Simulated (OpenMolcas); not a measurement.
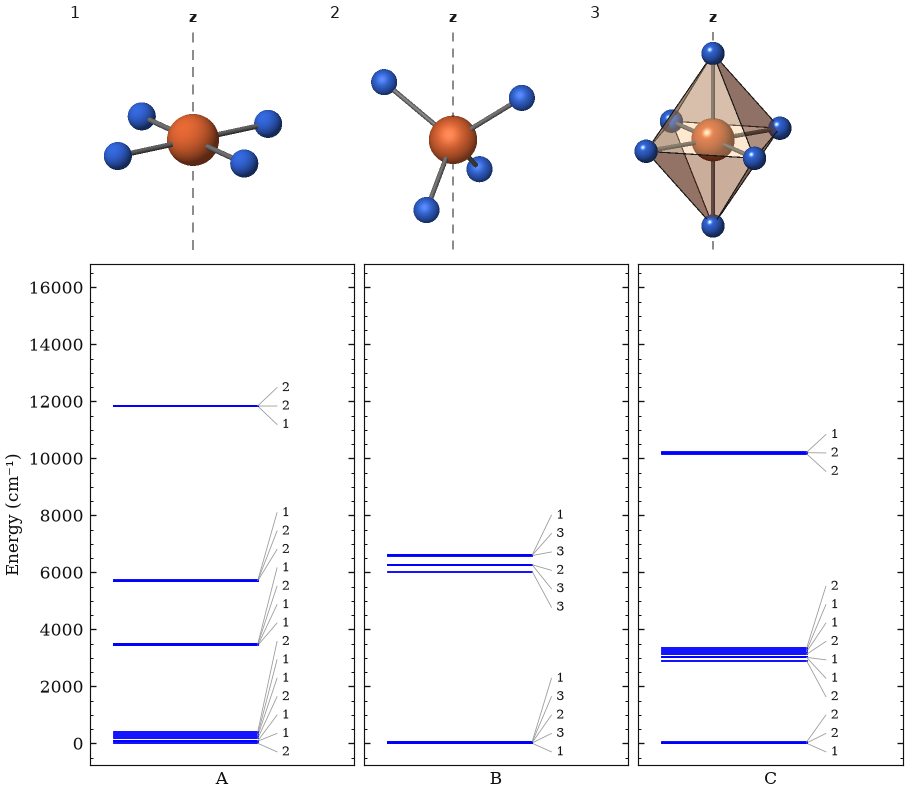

Fe²⁺ (3d⁶) among point charges in three arrangements (top) and its lowest levels in each (bottom, numbers are degeneracies). The calculation used state-averaged CASSCF, active space 6 electrons in the shell 3d, basis ANO-RCC-VDZP, DKH2 scalar Hamiltonian, spin-orbit coupling by RASSI with atomic mean-field integrals (OpenMolcas).

(1) 4 point charges of −1 e at 1.75 Å, arranged as: square (D4h)
(2) 4 point charges of −3 e at 1.87 Å, arranged as: tetrahedron (Td)
(3) 6 point charges of −1.76 e at 1.82 Å, arranged as: tetragonal octahedron (D4h), axial distortion 1.14

> Match the level schemes to the arrangements.

A is (3). The ground level is E, doubly degenerate, 100 % from states of spin multiplicity 5. Its principal g values are 0.00, 0.00 and 9.99, easy-axis. The next level lies at 75 cm⁻¹ (B₂). B is (2). The ground level is A₁, non-degenerate, 100 % from states of spin multiplicity 5. The next level lies at 13 cm⁻¹ (T₁). C is (1). The ground level is A₁, non-degenerate, 100 % from states of spin multiplicity 5. The next level lies at 12 cm⁻¹ (E).

Note: point charges lack covalency, field too small at true ligand charges; small active space favours high spin, ground spin may be wrong.
